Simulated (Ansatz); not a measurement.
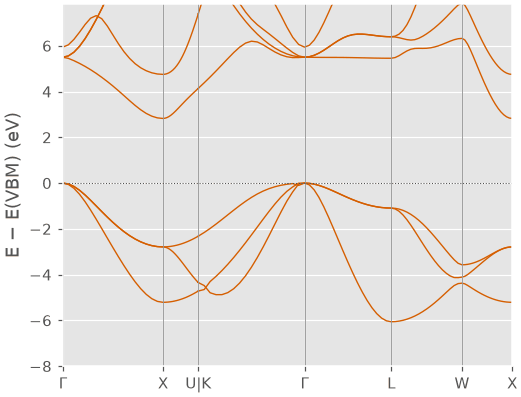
Band structure from the program Ansatz at the LDA level (PAW)

Question: Read off the gap and where the band edges lie.

Answer: About 2.8 eV (2.82 eV by a search for the band edges); maximum at Γ, minimum at X.

The material is BeS (zinc blende, F-43m).

Symmetry was held in the LDA relaxation; phonons on a q-mesh show no instability.

Potentials: the later of the program's two PAW sets.
